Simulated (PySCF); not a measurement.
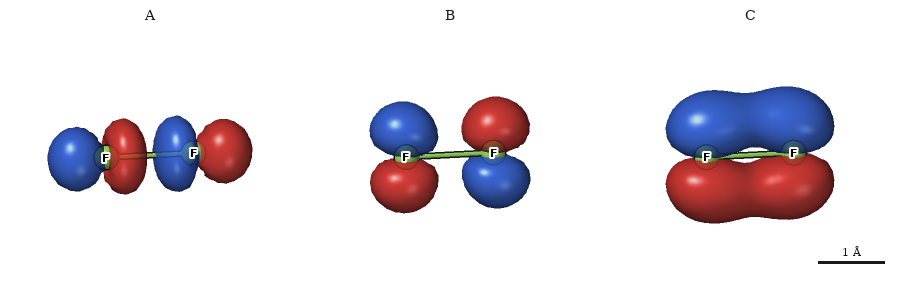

Figure 1: F2. Three frontier orbitals, each drawn at the value that holds 80 % of its norm (red and blue are the two phases), in no order; of a degenerate pair one member is drawn.

Theory: PBE0/x2c-TZVPPall, spin-free X2C-1e, Gaussian nucleus, at a bond length of 1.377 Å in PySCF 2.14.0.

> Label each orbital by symmetry, say whether it is occupied, and order them by energy.

Orbital C: πu, occupied, −15.47 eV; with no node between the nuclei, bonding.
Orbital B: πg, occupied, −11.58 eV; antibonding, with a node between the atoms.
Orbital A: σu, empty, −3.24 eV; antibonding, with a node between the atoms.
